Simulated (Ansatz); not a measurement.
# CH5BrOSi: nudged elastic band

The run: nudged elastic band of CH5BrOSi. Method and program: RKS PBE-D4/def2-SVP (Ansatz 0.2.0).

It belongs to a series of runs on one base structure; here: band between the two ends. Figures and captions count atoms from 1; the log counts them from 0 in places.

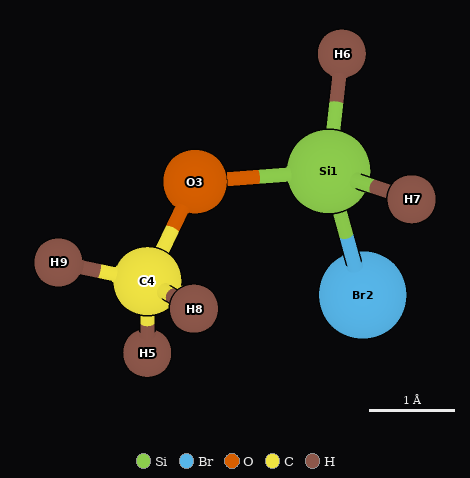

The structure as given in the input (ball-and-stick view, seen at a tilt; atoms are numbered from 1 in the order of the input).

**Input**
```yaml
crystal:
  periodic: [false, false, false]
  atoms:
    - { symbol: Si, position_ang: [-0.2975, 1.288592, 0.208574] }
    - { symbol: Br, position_ang: [-0.020315, 1.804278, -1.963449] }
    - { symbol: O, position_ang: [-0.662753, -0.32621, 0.396257] }
    - { symbol: C, position_ang: [0.19533, -1.387474, 0.007657] }
    - { symbol: H, position_ang: [0.379983, -1.383691, -1.090482] }
    - { symbol: H, position_ang: [-1.47173, 2.042136, 0.738856] }
    - { symbol: H, position_ang: [0.989703, 1.647609, 0.89733] }
    - { symbol: H, position_ang: [1.180275, -1.339009, 0.52795] }
    - { symbol: H, position_ang: [-0.293195, -2.346232, 0.277309] }
basis:
  gaussian: { orbitals: def2-SVP }
hamiltonian:
  xc: pbe
  dispersion: d4
neb:
  order_check: false
  images: 7
  f_tol: 0.05
  max_iterations: 60
  final_atoms:
    - { symbol: Si, position_ang: [-0.23109102, 0.73445609, 0.74927338] }
    - { symbol: Br, position_ang: [0.38692906, 0.89254873, -2.88062795] }
    - { symbol: O, position_ang: [-0.28541576, -0.65109595, 1.75225117] }
    - { symbol: C, position_ang: [0.07824593, -1.05858856, 0.39551089] }
    - { symbol: H, position_ang: [0.2595877, 0.17836186, -1.61482757] }
    - { symbol: H, position_ang: [-1.54170525, 1.37141074, 0.4269513] }
    - { symbol: H, position_ang: [0.90367158, 1.67647503, 0.97995676] }
    - { symbol: H, position_ang: [1.11078209, -1.4532253, 0.30033112] }
    - { symbol: H, position_ang: [-0.68120634, -1.69034363, -0.10881711] }
  initial_path:
    images:
      - { positions_ang: [[-0.2975, 1.288592, 0.208574], [-0.020315, 1.804278, -1.963449], [-0.662753, -0.32621, 0.396257], [0.19533, -1.387474, 0.007657], [0.379983, -1.383691, -1.090482], [-1.47173, 2.042136, 0.738856], [0.989703, 1.647609, 0.89733], [1.180275, -1.339009, 0.52795], [-0.293195, -2.346232, 0.277309]] }
      - { positions_ang: [[-0.30051665, 1.21683888, 0.27287193], [-0.0132243, 1.62588317, -2.02461525], [-0.71828333, -0.35347793, 0.47918336], [0.18556039, -1.31740643, 0.02792349], [0.38107194, -1.18158513, -1.10976601], [-1.43475501, 2.03313871, 0.7231492], [1.00672815, 1.55947812, 0.88397184], [1.15508452, -1.28924353, 0.56153561], [-0.26186772, -2.29362686, 0.18574782]] }
      - { positions_ang: [[-0.3035333, 1.14508577, 0.33716987], [-0.0061336, 1.44748834, -2.0857815], [-0.77381366, -0.38074585, 0.56210972], [0.17579077, -1.24733887, 0.04818998], [0.38216088, -0.97947925, -1.12905003], [-1.39778001, 2.02414141, 0.70744241], [1.0237533, 1.47134723, 0.87061369], [1.12989404, -1.23947806, 0.59512123], [-0.23054043, -2.24102171, 0.09418663]] }
      - { positions_ang: [[-0.30654996, 1.07333265, 0.4014678], [0.0009571, 1.2690935, -2.14694775], [-0.82934399, -0.40801378, 0.64503608], [0.16602116, -1.1772713, 0.06845647], [0.38324983, -0.77737338, -1.14833404], [-1.36080502, 2.01514412, 0.69173561], [1.04077846, 1.38321635, 0.85725553], [1.10470356, -1.1897126, 0.62870684], [-0.19921315, -2.18841657, 0.00262545]] }
      - { positions_ang: [[-0.30956661, 1.00157954, 0.46576573], [0.0080478, 1.09069867, -2.208114], [-0.88487432, -0.4352817, 0.72796244], [0.15625154, -1.10720374, 0.08872296], [0.38433877, -0.57526751, -1.16761806], [-1.32383002, 2.00614682, 0.67602882], [1.05780361, 1.29508547, 0.84389738], [1.07951309, -1.13994713, 0.66229246], [-0.16788586, -2.13581143, -0.08893574]] }
      - { positions_ang: [[-0.28994771, 0.93479868, 0.53664265], [0.10276812, 1.04116119, -2.37624249], [-0.73500968, -0.48923526, 0.98403462], [0.13675014, -1.09504994, 0.16541995], [0.353151, -0.38686017, -1.27942043], [-1.37829883, 1.8474628, 0.61375944], [1.0192706, 1.39043286, 0.87791222], [1.08733034, -1.21826667, 0.57180213], [-0.29621598, -2.02444448, -0.09390608]] }
      - { positions_ang: [[-0.27032881, 0.86801781, 0.60751956], [0.19748843, 0.9916237, -2.54437098], [-0.58514504, -0.54318883, 1.24010681], [0.11724874, -1.08289615, 0.24211693], [0.32196324, -0.19845282, -1.39122281], [-1.43276763, 1.68877878, 0.55149006], [0.98073759, 1.48578025, 0.91192707], [1.09514759, -1.29658621, 0.48131179], [-0.4245461, -1.91307753, -0.09887642]] }
      - { positions_ang: [[-0.25070991, 0.80123695, 0.67839647], [0.29220874, 0.94208621, -2.71249946], [-0.4352804, -0.59714239, 1.49617899], [0.09774734, -1.07074236, 0.31881391], [0.29077547, -0.01004548, -1.50302519], [-1.48723644, 1.53009476, 0.48922068], [0.94220459, 1.58112764, 0.94594191], [1.10296484, -1.37490576, 0.39082146], [-0.55287622, -1.80171058, -0.10384676]] }
      - { positions_ang: [[-0.23109102, 0.73445609, 0.74927338], [0.38692906, 0.89254873, -2.88062795], [-0.28541576, -0.65109595, 1.75225117], [0.07824593, -1.05858856, 0.39551089], [0.2595877, 0.17836186, -1.61482757], [-1.54170525, 1.37141074, 0.4269513], [0.90367158, 1.67647503, 0.97995676], [1.11078209, -1.4532253, 0.30033112], [-0.68120634, -1.69034363, -0.10881711]] }
```

Machine: 2 threads of Arm Neoverse V2, 24 GiB of memory available, shared host.

Command:
```bash
ansatz run input.yaml --threads 2 --pin off --max-ram 3072MiB --backend cpu --events-out ev --progress --plain --runs-dir out
```

**The program's output**
```
Engine: ansatz 0.2.0, aarch64-unknown-linux-gnu
Functional definition: PBE
  parameter kappa = 0.804
  parameter beta = 0.06672455060314922
  exchange = pbe_x(kappa = kappa, mu = beta*pi^2/3)
  correlation = pbe_c(beta = beta)
1132 factors; their error is unknown
mean field evaluation 1: about -81054.0571 eV, gradient 5.1e1 eV
mean field evaluation 2: about -81024.4718 eV, gradient 1.3e2 eV
mean field evaluation 4: about -81059.4887 eV, gradient 9.4e0 eV
mean field evaluation 8: about -81059.5650 eV, gradient 1.7e-1 eV
mean field evaluation 16: about -81059.5651 eV, gradient 4.1e-5 eV
mean field -81059.56506060 eV, -2978.8840718303 hartree, gradient 4.1e-5 eV, S^2 0.000000; 0 other end points of the search recorded, 0 dependent functions left out
the calculation of the forces begins
reference -81059.56509409 eV, -2978.8840730614 hartree; 34, 34 occupied and 69, 69 virtual orbitals, 1132 factors
1132 factors; their error is unknown
mean field evaluation 32: about -81056.8224 eV, gradient 9.1e-5 eV
mean field -81056.82244662 eV, -2978.7832826257 hartree, gradient 3.0e-5 eV, S^2 0.000000; 0 other end points of the search recorded, 0 dependent functions left out
[... from here on the field's lines of each further geometry are left out, up to the last ...]
NEB iter   1: max|band force component| = 5.772e0 eV/Å  barrier→ = 4.4911 eV  barrier← = 1.7303 eV  Δτ_max = 0.2000 Å  (248 SCF iters)
NEB iter   2: max|band force component| = 3.228e0 eV/Å  barrier→ = 3.4611 eV  barrier← = 0.7003 eV  Δτ_max = 0.2000 Å  (227 SCF iters)
NEB iter   3: max|band force component| = 1.427e0 eV/Å  barrier→ = 3.1793 eV  barrier← = 0.4185 eV  Δτ_max = 0.1934 Å  (220 SCF iters)
NEB iter   4: max|band force component| = 3.369e-1 eV/Å  barrier→ = 3.0781 eV  barrier← = 0.3172 eV  CI = image 6  Δτ_max = 0.1632 Å  (209 SCF iters)
NEB iter   5: max|band force component| = 9.489e-1 eV/Å  barrier→ = 3.0921 eV  barrier← = 0.3312 eV  CI = image 6  Δτ_max = 0.0816 Å  (199 SCF iters)
NEB iter   6: max|band force component| = 3.424e-1 eV/Å  barrier→ = 3.0879 eV  barrier← = 0.3270 eV  CI = image 6  Δτ_max = 0.1445 Å  (202 SCF iters)
NEB iter   7: max|band force component| = 2.235e-1 eV/Å  barrier→ = 3.0839 eV  barrier← = 0.3231 eV  CI = image 6  Δτ_max = 0.0428 Å  (202 SCF iters)
NEB iter   8: max|band force component| = 2.216e-1 eV/Å  barrier→ = 3.0834 eV  barrier← = 0.3226 eV  CI = image 6  Δτ_max = 0.0576 Å  (204 SCF iters)
NEB iter   9: max|band force component| = 1.126e-1 eV/Å  barrier→ = 3.0831 eV  barrier← = 0.3223 eV  CI = image 6  Δτ_max = 0.0289 Å  (207 SCF iters)
NEB iter  10: max|band force component| = 6.351e-2 eV/Å  barrier→ = 3.0830 eV  barrier← = 0.3222 eV  CI = image 6  Δτ_max = 0.0347 Å  (212 SCF iters)
the calculation of the forces begins
reference -81056.73867832 eV, -2978.7802041973 hartree; 34, 34 occupied and 69, 69 virtual orbitals, 1132 factors
1132 factors; their error is unknown
mean field evaluation 768: about -81056.5775 eV, gradient 1.6e-1 eV
mean field -81056.47664218 eV, -2978.7705745468 hartree, gradient 1.0e-5 eV, S^2 0.000000; 1 other end points of the search recorded, 0 dependent functions left out
the calculation of the forces begins
reference -81056.47667510 eV, -2978.7705757567 hartree; 34, 34 occupied and 69, 69 virtual orbitals, 1132 factors
NEB iter  11: max|band force component| = 4.039e-2 eV/Å  barrier→ = 3.0830 eV  barrier← = 0.3221 eV  CI = image 6  Δτ_max = 0.0000 Å  (396 SCF iters)
```

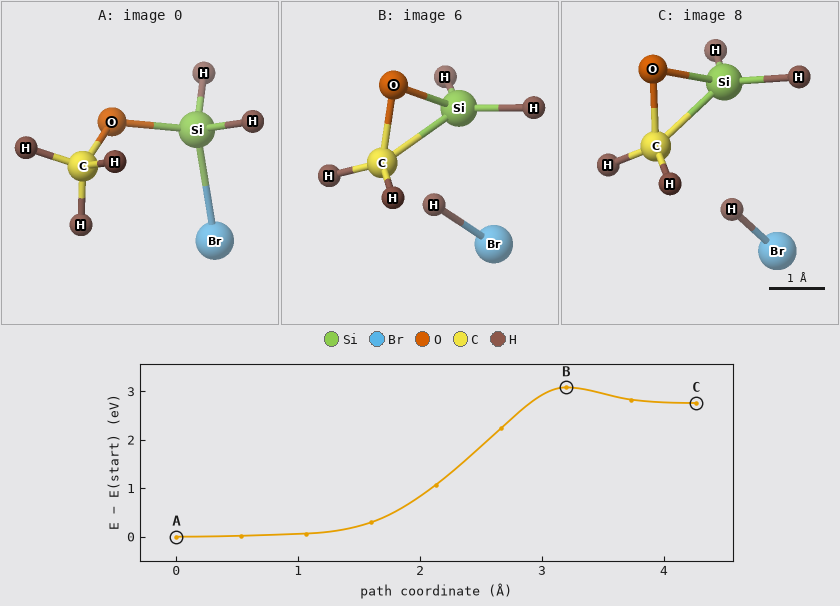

Images of the last band (counted from 0; ball-and-stick, seen at a tilt) above the energy along the path; the line is a cubic interpolation that uses the forces. The highest image is number 6, 3.083 eV above the start and 0.322 eV above the end (the climbing image); the end lies 2.761 eV above the start. The path is 4.26 Å long. The band converged in 11 iterations.

```
Total energy: -81056.67058255 eV, -2978.7777017241 hartree
Atom 0 at    -0.215896     0.821726     0.495051 Å, force    -0.003962     0.005940    -0.009930 eV/Å
Atom 1 at     0.388102     1.038969    -2.292796 Å, force    -0.000428     0.000884    -0.001670 eV/Å
Atom 2 at    -0.284633    -0.516966     1.542061 Å, force    -0.002430    -0.008794     0.011387 eV/Å
Atom 3 at     0.080275    -1.079025     0.245909 Å, force     0.011465     0.004571     0.000247 eV/Å
Atom 4 at     0.239648    -0.108171    -1.009459 Å, force     0.000404    -0.001506     0.001447 eV/Å
Atom 5 at    -1.556001     1.400091     0.210525 Å, force    -0.001802    -0.000059    -0.000049 eV/Å
Atom 6 at     0.939963     1.714292     0.775426 Å, force     0.002579     0.000108     0.000846 eV/Å
Atom 7 at     1.098733    -1.519770     0.218922 Å, force    -0.005622    -0.003695    -0.001652 eV/Å
Atom 8 at    -0.690392    -1.751147    -0.185637 Å, force    -0.000204     0.002550    -0.000628 eV/Å
Dipole moment:    -0.061236    -0.103108     0.328471 e Å
this run last wrote the band of iteration 11 to [file]
```

**The last band as extended XYZ (Å, eV, eV/Å)**
```
9
Properties=species:S:1:pos:R:3:forces:R:3 image=0 energy=-81059.75350
Si   -0.2975    1.2886    0.2086   -0.0092  -0.0040   0.0049
Br   -0.0203    1.8043   -1.9634    0.0045  -0.0009   0.0025
O    -0.6628   -0.3262    0.3963    0.0078   0.0041  -0.0056
C     0.1953   -1.3875    0.0077    0.0069  -0.0204  -0.0007
H     0.3800   -1.3837   -1.0905   -0.0032  -0.0018   0.0232
H    -1.4717    2.0421    0.7389   -0.0005   0.0004   0.0014
H     0.9897    1.6476    0.8973   -0.0006  -0.0003  -0.0051
H     1.1803   -1.3390    0.5280   -0.0186  -0.0036  -0.0143
H    -0.2932   -2.3462    0.2773    0.0130   0.0265  -0.0063
9
Properties=species:S:1:pos:R:3:forces:R:3 image=1 energy=-81059.73487
Si   -0.2782    1.3153    0.2378    0.0195   0.0173  -0.0041
Br   -0.0288    1.6352   -1.9766   -0.0094   0.0164   0.0017
O    -0.4903   -0.3006    0.5648   -0.0654  -0.0053  -0.0094
C     0.2073   -1.4010    0.0101    0.0259  -0.0194  -0.0120
H     0.4209   -1.2513   -1.0717    0.0029  -0.0104   0.0025
H    -1.5246    1.9992    0.6967    0.0082   0.0082   0.0086
H     0.9488    1.8938    0.8853    0.0053  -0.0257  -0.0084
H     1.1711   -1.5858    0.5356   -0.0009   0.0263   0.0131
H    -0.4263   -2.3047    0.1181    0.0138  -0.0074   0.0080
9
Properties=species:S:1:pos:R:3:forces:R:3 image=2 energy=-81059.68888
Si   -0.2565    1.3274    0.2663    0.0110   0.0424  -0.0088
Br    0.0879    1.5132   -1.9511   -0.0153   0.0420  -0.0083
O    -0.2494   -0.2699    0.7183   -0.0265  -0.0102  -0.0132
C     0.2076   -1.4043    0.0074   -0.0046  -0.0260  -0.0386
H     0.3643   -1.1722   -1.0682    0.0234  -0.0683  -0.0240
H    -1.6064    1.8928    0.5775    0.0116   0.0404   0.0294
H     0.8398    2.1019    0.9381   -0.0153  -0.0013   0.0061
H     1.1655   -1.7802    0.4279   -0.0017   0.0130   0.0392
H    -0.5530   -2.2088    0.0838    0.0174  -0.0321   0.0182
9
Properties=species:S:1:pos:R:3:forces:R:3 image=3 energy=-81059.45722
Si   -0.2384    1.2560    0.2979   -0.0170   0.2653  -0.0323
Br    0.2064    1.3565   -1.9283   -0.0450   0.1480   0.1210
O    -0.1537   -0.2863    0.9304    0.0641   0.0769  -0.3486
C     0.1812   -1.3350    0.0334    0.0433  -0.1910  -0.1112
H     0.3228   -0.9046   -0.9760    0.1089  -0.4483  -0.2169
H    -1.6485    1.7265    0.4117   -0.0157   0.2796   0.1682
H     0.8394    2.0742    0.9259   -0.1353   0.2564   0.1364
H     1.1334   -1.8151    0.3320   -0.0243  -0.1935   0.1379
H    -0.6427   -2.0723   -0.0271    0.0211  -0.1934   0.1454
9
Properties=species:S:1:pos:R:3:forces:R:3 image=4 energy=-81058.67856
Si   -0.2222    1.1287    0.3134   -0.0251   0.6372  -0.2279
Br    0.2969    1.2774   -1.9873   -0.1815   0.3492   0.5835
O    -0.2228   -0.3417    1.1369    0.1406   0.3149  -0.7695
C     0.1445   -1.2434    0.0836    0.1073  -0.4217  -0.2410
H     0.2788   -0.6466   -0.8457    0.1604  -0.9289  -0.1496
H    -1.6340    1.5796    0.2787   -0.1265   0.4771   0.1972
H     0.9046    1.9133    0.8738   -0.0995   0.4746   0.2006
H     1.1232   -1.7121    0.2817    0.0092  -0.4499   0.2000
H    -0.6692   -1.9552   -0.1351    0.0151  -0.4525   0.2068
9
Properties=species:S:1:pos:R:3:forces:R:3 image=5 energy=-81057.51119
Si   -0.2083    0.9637    0.3699    0.0547   0.6755  -0.5960
Br    0.3507    1.1779   -2.1474   -0.2257   0.6068   0.6464
O    -0.2622   -0.4246    1.3541    0.1416   0.4522  -0.8578
C     0.1104   -1.1370    0.1452    0.1351  -0.2603  -0.4531
H     0.2332   -0.3961   -0.8036   -0.0476  -1.3649   0.9624
H    -1.5948    1.4586    0.2251   -0.1768   0.2895   0.0858
H     0.9421    1.7803    0.8161    0.0442   0.3139   0.1369
H     1.1121   -1.5943    0.2288    0.0601  -0.3547   0.0395
H    -0.6835   -1.8285   -0.1880    0.0144  -0.3580   0.0358
9
Properties=species:S:1:pos:R:3:forces:R:3 image=6 energy=-81056.67055
Si   -0.2159    0.8217    0.4951   -0.0040   0.0059  -0.0099
Br    0.3881    1.0390   -2.2928   -0.0004   0.0009  -0.0017
O    -0.2846   -0.5170    1.5421   -0.0024  -0.0088   0.0114
C     0.0803   -1.0790    0.2459    0.0115   0.0046   0.0002
H     0.2396   -0.1082   -1.0095    0.0004  -0.0015   0.0014
H    -1.5560    1.4001    0.2105   -0.0018  -0.0001   0.0000
H     0.9400    1.7143    0.7754    0.0026   0.0001   0.0008
H     1.0987   -1.5198    0.2189   -0.0056  -0.0037  -0.0017
H    -0.6904   -1.7511   -0.1856   -0.0002   0.0026  -0.0006
9
Properties=species:S:1:pos:R:3:forces:R:3 image=7 energy=-81056.92324
Si   -0.2296    0.7492    0.6359   -0.0148  -0.0468   0.0935
Br    0.4020    0.9766   -2.5391    0.0362  -0.0402  -0.1541
O    -0.2728   -0.5948    1.6853   -0.0110  -0.0515   0.0811
C     0.0680   -1.0682    0.3404   -0.0113   0.0084   0.0715
H     0.2645    0.0856   -1.3394    0.0293   0.1312  -0.2171
H    -1.5432    1.3665    0.2905    0.0102  -0.0200   0.0376
H     0.9195    1.6860    0.8016   -0.0192  -0.0238   0.0311
H     1.0937   -1.4824    0.2487   -0.0103   0.0195   0.0279
H    -0.7023   -1.7186   -0.1239   -0.0092   0.0231   0.0284
9
Properties=species:S:1:pos:R:3:forces:R:3 image=8 energy=-81056.99267
Si   -0.2311    0.7345    0.7493   -0.0032  -0.0014   0.0222
Br    0.3869    0.8925   -2.8806    0.0049   0.0037  -0.0110
O    -0.2854   -0.6511    1.7523    0.0005   0.0189  -0.0080
C     0.0782   -1.0586    0.3955    0.0151  -0.0196  -0.0133
H     0.2596    0.1784   -1.6148   -0.0036  -0.0052   0.0132
H    -1.5417    1.3714    0.4270   -0.0017  -0.0023  -0.0006
H     0.9037    1.6765    0.9800   -0.0002   0.0008  -0.0027
H     1.1108   -1.4532    0.3003   -0.0103   0.0031  -0.0008
H    -0.6812   -1.6903   -0.1088   -0.0015   0.0021   0.0009
```

**Summary**

```csv
quantity,value
outcome,converged
"barrier, forward",3.083 eV
"barrier, backward",0.322 eV
wall time,2 min (CPU time 3.9 min)
peak memory,0.14 GiB
```

**Notes**

The order of the saddle point was not checked.
